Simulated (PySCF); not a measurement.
SMILES N[CH]CN, doublet at its PBE0/def2-SVP optimised geometry (Å):

```
11

N     -1.2121    -1.1344    -0.1698
C     -0.8061    -0.5630     1.0261
C      0.6597    -0.3432     1.1774
N      1.1839     0.3401     0.0000
H     -0.6257    -0.8252    -0.9435
H     -2.2011    -1.0655    -0.3814
H     -1.4138    -0.7779     1.9104
H      0.8489     0.1761     2.1393
H      1.1999    -1.3137     1.2461
H      0.8833     1.3137     0.0000
H      2.2011     0.3401     0.0000
```

Computed with unrestricted PBE0/def2-TZVP in PySCF.

Map of the Laplacian of the electron density (e/bohr⁵) on the plane z = 0.6 Å:

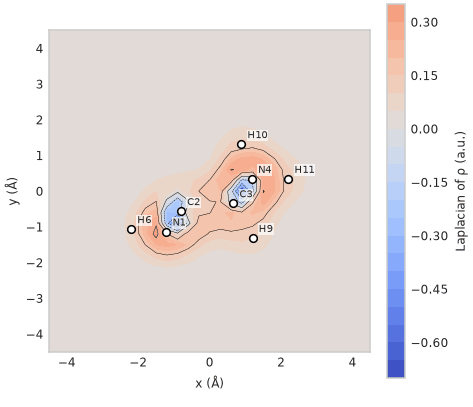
Figure. Laplacian of the electron density (e/bohr⁵) on the plane z = 0.6 Å.
